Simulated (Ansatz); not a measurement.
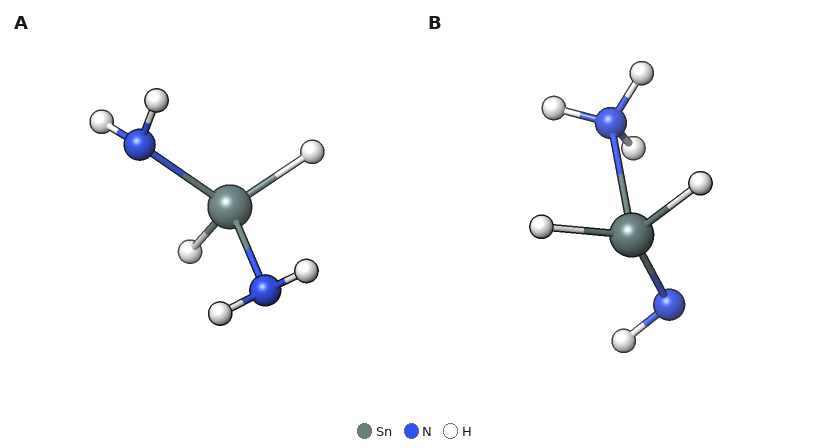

2 stationary structures of one formula. Geometries: PBE0-D4/def2-TZVP. Electronic energies: PBE-QIDH (frozen core)/def2-TZVPP (Ansatz 0.2.0), without zero-point energy. Each is one conformer, not always the lowest.

Rank them by energy, lowest first.

Answer. A is lowest (a minimum); B lies 40.6 kcal/mol above it (a minimum).

Give E(B) − E(A) in kcal/mol at these levels too: RHF-CCSD(T) (frozen core)/def2-SVP; PBE0-D4/def2-TZVPP; CCSD(T)/CBS (MP2 limit from def2-TZVPP and def2-QZVPP plus CCSD(T) − MP2); B3LYP-D4/def2-TZVPP; SPW92 (LDA)/def2-SVP; BLYP-D4/def2-TZVPP; ωB97M-V/def2-TZVPP; r2SCAN-D4/def2-TZVPP.

```csv
level,E(B) − E(A) (kcal/mol)
RHF-CCSD(T) (frozen core)/def2-SVP,+36.9
PBE0-D4/def2-TZVPP,+38.6
CCSD(T)/CBS (MP2 limit from def2-TZVPP and def2-QZVPP plus CCSD(T) − MP2),+37.8
B3LYP-D4/def2-TZVPP,+36.7
SPW92 (LDA)/def2-SVP,+33.6
BLYP-D4/def2-TZVPP,+31.9
ωB97M-V/def2-TZVPP,+40.4
r2SCAN-D4/def2-TZVPP,+36.5
```
